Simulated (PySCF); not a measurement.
# One shape, several levels: GeN2H4Cl2 (Ge(NH2)2Cl2)

We compute a comparison of 6 runs (HF/STO-3G, HF/3-21G, HF/cc-pVTZ, B3LYP/6-31G*, PBE0/def2-SVP) of GeN2H4Cl2 (Ge(NH2)2Cl2). 

Program for the calculation: PySCF 2.14.0.

**1. Starting point**

The species is GeN2H4Cl2 (9 atoms), meant as a singlet with charge 0. As SMILES, `[NH2][Ge]([NH2])([Cl])[Cl]`. Geometry: a GFN2-xTB relaxation, a rough one for these elements and not checked as a minimum. This is one conformer, not always the lowest.

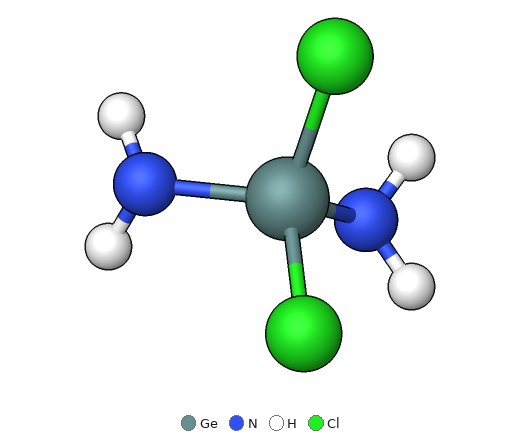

The structure, seen from a chosen angle (germanium teal, nitrogen blue, hydrogen white, chlorine green).

**2. Energy and forces at HF/STO-3G (run 1)**

calc.py reads:

```python
# Ge(NH2)2Cl2
from pyscf import gto

mol = gto.M(
    atom='''
Ge      -0.408200      -0.004650      -0.310460
N       -0.262580      -0.049870       1.520650
H       -0.498770       0.808130       1.998460
H       -0.741770      -0.812600       1.977710
N        1.184300      -0.001410      -1.181960
H        1.781120      -0.798340      -1.016020
H        1.736230       0.840850      -1.108990
Cl      -1.386790       1.762780      -0.927590
Cl      -1.403530      -1.744880      -0.951800
''',
    max_memory=1860,
    verbose=4,
    basis='sto-3g',
)

myscf = mol.RHF()
myscf.conv_tol = 1e-10
myscf.kernel()
if not myscf.converged:
    myscf = myscf.newton().run(myscf.mo_coeff, myscf.mo_occ)

e_tot = myscf.e_tot
print('E(%s) = %.9f' % ('HF', e_tot))
grad = myscf.nuc_grad_method().kernel()
myscf.analyze()
```

Command:

```console
$ OMP_NUM_THREADS=1 python calc.py
```

Standard output:

```text
PySCF version 2.14.0

[... 77 lines left out ...]
Total Energy =                       -3070.875374553160327
[... 4 lines left out ...]
DFT Exchange-Correlation Energy =     -148.877274619926993
[... 6 lines left out ...]
MO #5   energy= -45.6021794410644  occ= 2
[... 4 lines left out ...]
MO #10  energy= -10.3585855633551  occ= 2
[... 4 lines left out ...]
MO #15  energy= -7.7967447845682   occ= 2
[... 4 lines left out ...]
MO #20  energy= -4.66073217195917  occ= 2
[... 4 lines left out ...]
MO #25  energy= -1.01889016185029  occ= 2
[... 4 lines left out ...]
MO #30  energy= -0.796759315369456 occ= 2
[... 4 lines left out ...]
MO #35  energy= -0.501463655771258 occ= 2
[... 4 lines left out ...]
MO #40  energy= -0.401223478877585 occ= 2
[... 4 lines left out ...]
MO #45  energy= 0.414216848535538  occ= 0
[... 4 lines left out ...]
MO #50  energy= 0.741418556836397  occ= 0
[... 23 lines left out ...]
pop of  1 N 2py           1.10742
pop of  1 N 2pz           1.17561
pop of  2 H 1s            0.88113
pop of  3 H 1s            0.88014
pop of  4 N 1s            1.99986
pop of  4 N 2s            1.35233
pop of  4 N 2px           1.18808
pop of  4 N 2py           1.09244
pop of  4 N 2pz           1.79538
pop of  5 H 1s            0.88086
pop of  6 H 1s            0.88122
pop of  7 Cl 1s           2.00000
pop of  7 Cl 2s           1.99987
pop of  7 Cl 3s           1.92350
pop of  7 Cl 2px          1.99991
pop of  7 Cl 2py          1.99975
pop of  7 Cl 2pz          1.99995
pop of  7 Cl 3px          1.86076
pop of  7 Cl 3py          1.58700
pop of  7 Cl 3pz          1.92365
pop of  8 Cl 1s           2.00000
pop of  8 Cl 2s           1.99987
pop of  8 Cl 3s           1.92189
pop of  8 Cl 2px          1.99991
pop of  8 Cl 2py          1.99976
pop of  8 Cl 2pz          1.99995
pop of  8 Cl 3px          1.85515
pop of  8 Cl 3py          1.59351
pop of  8 Cl 3pz          1.91991
 ** Mulliken atomic charges  **
charge of    0Ge =      0.96041
charge of    1N =     -0.42464
charge of    2H =      0.11887
charge of    3H =      0.11986
charge of    4N =     -0.42809
charge of    5H =      0.11914
charge of    6H =      0.11878
charge of    7Cl =     -0.29440
charge of    8Cl =     -0.28993
Dipole moment(X, Y, Z, Debye):  1.72055,  0.20352,  2.79457
```

Run time: 11 s. Hardware: 1 thread of Intel Xeon at 2.50GHz (Skylake/Cascade Lake), shared host; peak memory 0.12 GiB.

**3. Energy and forces at HF/3-21G (run 2)**

calc.py reads:

```python
# Ge(NH2)2Cl2
import pyscf.grad
from pyscf import gto, scf

mol = gto.Mole()
mol.atom = '''
Ge    -0.408200    -0.004650    -0.310460
N     -0.262580    -0.049870     1.520650
H     -0.498770     0.808130     1.998460
H     -0.741770    -0.812600     1.977710
N      1.184300    -0.001410    -1.181960
H      1.781120    -0.798340    -1.016020
H      1.736230     0.840850    -1.108990
Cl    -1.386790     1.762780    -0.927590
Cl    -1.403530    -1.744880    -0.951800
'''
mol.max_memory = 1860
mol.charge = 0
mol.basis = '3-21g'
mol.spin = 0
mol.verbose = 4
mol.build()

myscf = scf.RHF(mol)
myscf.conv_tol = 1e-10
myscf.kernel()
if not myscf.converged:
    myscf = myscf.newton().run(myscf.mo_coeff, myscf.mo_occ)

e_final = myscf.e_tot
print('E = %.10f Eh' % e_final)
grad = myscf.Gradients().kernel()
dip = myscf.dip_moment()
pop, q = myscf.mulliken_pop()
```

Command:

```console
$ OMP_NUM_THREADS=1 python calc.py
```

Standard output:

```text
PySCF version 2.14.0

[... 65 lines left out ...]
converged SCF energy = -3090.70245401817
[... 12 lines left out ...]
Dipole moment(X, Y, Z, Debye):  2.07217,  0.25596,  3.35898
[... 45 lines left out ...]
pop of  5 H 1s            0.43992
pop of  5 H 2s            0.21870
pop of  6 H 1s            0.43999
pop of  6 H 2s            0.22021
pop of  7 Cl 1s           1.99858
pop of  7 Cl 2s           1.95870
pop of  7 Cl 3s           1.10848
pop of  7 Cl 4s           0.95522
pop of  7 Cl 2px          1.96946
pop of  7 Cl 2py          1.96599
pop of  7 Cl 2pz          1.97020
pop of  7 Cl 3px          1.03729
pop of  7 Cl 3py          0.93702
pop of  7 Cl 3pz          1.05859
pop of  7 Cl 4px          0.86700
pop of  7 Cl 4py          0.76723
pop of  7 Cl 4pz          0.88858
pop of  8 Cl 1s           1.99858
pop of  8 Cl 2s           1.95868
pop of  8 Cl 3s           1.10903
pop of  8 Cl 4s           0.95594
pop of  8 Cl 2px          1.96945
pop of  8 Cl 2py          1.96607
pop of  8 Cl 2pz          1.97017
pop of  8 Cl 3px          1.03784
pop of  8 Cl 3py          0.93970
pop of  8 Cl 3pz          1.05774
pop of  8 Cl 4px          0.86360
pop of  8 Cl 4py          0.76603
pop of  8 Cl 4pz          0.88654
 ** Mulliken atomic charges  **
charge of    0Ge =      1.62768
charge of    1N =     -1.01416
charge of    2H =      0.34152
charge of    3H =      0.34315
charge of    4N =     -1.01766
charge of    5H =      0.34138
charge of    6H =      0.33980
charge of    7Cl =     -0.48236
charge of    8Cl =     -0.47936
```

It took 12 s on 1 thread of Intel Xeon at 2.50GHz (Skylake/Cascade Lake), shared host; peak memory 0.15 GiB.

Runs 3 to 4 aren't shown in full; the table further down has their settings and results.

**4. Energy and gradient at B3LYP/6-31G(d) (Cartesian functions) (run 5)**

geometry.xyz reads:

```xyz
9

Ge    -0.408200    -0.004650    -0.310460
N     -0.262580    -0.049870     1.520650
H     -0.498770     0.808130     1.998460
H     -0.741770    -0.812600     1.977710
N      1.184300    -0.001410    -1.181960
H      1.781120    -0.798340    -1.016020
H      1.736230     0.840850    -1.108990
Cl    -1.386790     1.762780    -0.927590
Cl    -1.403530    -1.744880    -0.951800
```

job.py reads:

```python
from pyscf import gto, dft

molecule = gto.Mole()
molecule.atom = 'geometry.xyz'
molecule.cart = True
molecule.basis = '6-31g*'
molecule.charge = 0
molecule.verbose = 3
molecule.max_memory = 1860
molecule.build()

mf = dft.RKS(molecule)
mf.xc = 'b3lyp'
mf.grids.level = 5
mf.conv_tol = 1e-10
mf.kernel()
if not mf.converged:
    mf = mf.newton().run(mf.mo_coeff, mf.mo_occ)

e_final = mf.e_tot
print('E(%s) = %.9f' % ('B3LYP', e_final))
grad = mf.nuc_grad_method().kernel()
mf.analyze()
```

Command:

```console
$ OMP_NUM_THREADS=1 python job.py
```

Standard output:

```text
converged SCF energy = -3109.17746624651
[... 10 lines left out ...]
MO #1   energy= -398.816447753851  occ= 2
[... 9 lines left out ...]
MO #11  energy= -9.46160837254221  occ= 2
[... 9 lines left out ...]
MO #21  energy= -4.46709208643515  occ= 2
[... 9 lines left out ...]
MO #31  energy= -0.55558415231794  occ= 2
[... 9 lines left out ...]
MO #41  energy= -0.28306644866688  occ= 2
[... 9 lines left out ...]
MO #51  energy= 0.186960781294166  occ= 0
[... 9 lines left out ...]
MO #61  energy= 0.506017857720972  occ= 0
[... 9 lines left out ...]
MO #71  energy= 0.838890154260912  occ= 0
[... 9 lines left out ...]
MO #81  energy= 0.970716485447779  occ= 0
[... 9 lines left out ...]
MO #91  energy= 1.69928902036009   occ= 0
[... 9 lines left out ...]
MO #101 energy= 3.37849313595764   occ= 0
[... 9 lines left out ...]
MO #111 energy= 86.7504261377026   occ= 0
[... 10 lines left out ...]
Dipole moment(X, Y, Z, Debye):  1.47039,  0.17296,  2.37552
```

Wall time 2.1 min (1 thread of Intel Xeon at 2.50GHz (Skylake/Cascade Lake), shared host); peak memory 1.1 GiB.

**5. Energy and forces at PBE0/def2-SVP (run 6)**

calc.py reads:

```python
from pyscf import gto, dft

mol = gto.M(
    atom='''
Ge  -0.408200  -0.004650  -0.310460
N   -0.262580  -0.049870   1.520650
H   -0.498770   0.808130   1.998460
H   -0.741770  -0.812600   1.977710
N    1.184300  -0.001410  -1.181960
H    1.781120  -0.798340  -1.016020
H    1.736230   0.840850  -1.108990
Cl  -1.386790   1.762780  -0.927590
Cl  -1.403530  -1.744880  -0.951800
''',
    max_memory=1860,
    basis='def2-svp',
    verbose=4,
    spin=0,
)

mf = dft.RKS(mol)
mf.xc = 'pbe0'
mf.grids.level = 5
mf.conv_tol = 1e-10
mf.kernel()
if not mf.converged:
    mf = mf.newton().run(mf.mo_coeff, mf.mo_occ)

energy = mf.e_tot
print(f'total energy: {energy:.8f} hartree')
grad = mf.nuc_grad_method().kernel()
dip = mf.dip_moment()
pop, q = mf.mulliken_pop()
```

Command:

```console
$ OMP_NUM_THREADS=1 python calc.py
```

Standard output:

```text
PySCF version 2.14.0

[... 76 lines left out ...]
converged SCF energy = -3108.11240457584
total energy: -3108.11240458 hartree
[... 12 lines left out ...]
Dipole moment(X, Y, Z, Debye):  1.31940,  0.16698,  2.19704
[... 87 lines left out ...]
pop of  7 Cl 2pz          1.97821
pop of  7 Cl 3px          0.73140
pop of  7 Cl 3py          0.65982
pop of  7 Cl 3pz          0.75020
pop of  7 Cl 4px          1.10589
pop of  7 Cl 4py          0.96730
pop of  7 Cl 4pz          1.14016
pop of  7 Cl 3dxy         0.00592
pop of  7 Cl 3dyz         0.00383
pop of  7 Cl 3dz^2        0.00243
pop of  7 Cl 3dxz         0.00147
pop of  7 Cl 3dx2-y2      0.00426
pop of  8 Cl 1s           1.99941
pop of  8 Cl 2s           1.98538
pop of  8 Cl 3s           1.25662
pop of  8 Cl 4s           0.70479
pop of  8 Cl 2px          1.97767
pop of  8 Cl 2py          1.97565
pop of  8 Cl 2pz          1.97817
pop of  8 Cl 3px          0.73158
pop of  8 Cl 3py          0.66237
pop of  8 Cl 3pz          0.74918
pop of  8 Cl 4px          1.10239
pop of  8 Cl 4py          0.96820
pop of  8 Cl 4pz          1.13637
pop of  8 Cl 3dxy         0.00605
pop of  8 Cl 3dyz         0.00395
pop of  8 Cl 3dz^2        0.00244
pop of  8 Cl 3dxz         0.00159
pop of  8 Cl 3dx2-y2      0.00419
 ** Mulliken atomic charges  **
charge of    0Ge =      0.72921
charge of    1N =     -0.40348
charge of    2H =      0.13874
charge of    3H =      0.13926
charge of    4N =     -0.38214
charge of    5H =      0.13820
charge of    6H =      0.13704
charge of    7Cl =     -0.25084
charge of    8Cl =     -0.24598
```

It took 91 s on 1 thread of Intel Xeon at 2.50GHz (Skylake/Cascade Lake), shared host; peak memory 1.2 GiB.

**6. The series**

```csv
run,level,integration grid,Cartesian functions,energy (Eh),dipole moment (D),HOMO energy (eV),LUMO energy (eV),wall time
1,HF/STO-3G,–,no,-3070.875375,3.29,-9.49,7.47,11 s
2,HF/3-21G,–,no,-3090.702454,3.96,-11.47,3.57,12 s
3,HF/cc-pVTZ,–,no,-3105.856661,2.45,-11.37,3.19,16 min
4,B3LYP/6-31G* (spherical functions),5,no,-3109.162786,2.81,-7.19,-0.44,2 min
5,B3LYP/6-31G* (Cartesian functions),5,yes,-3109.177466,2.80,-7.19,-0.47,2.1 min
6,PBE0/def2-SVP,5,no,-3108.112405,2.57,-7.43,0.18,91 s
```

**7. Results**

```
                       quantity           value
            run 6: total energy  -3108.11240 Eh
           run 6: dipole moment          2.57 D
             run 6: HOMO energy        -7.43 eV
             run 6: LUMO energy         0.18 eV
           run 6: HOMO–LUMO gap         7.61 eV
run 6: largest force on an atom      1.567 eV/Å
```

The dipole moment (its size) runs from 2.45 D (HF/cc-pVTZ) to 3.96 D (HF/3-21G). The HOMO–LUMO gap runs from 6.72 eV (B3LYP/6-31G*) to 16.96 eV (HF/STO-3G). The two ends differ in method and basis. Totals of different functionals can't be ranked against each other. In run 1 the basis is minimal, so the values are rough. All runs together took 22 min, the longest 16 min.
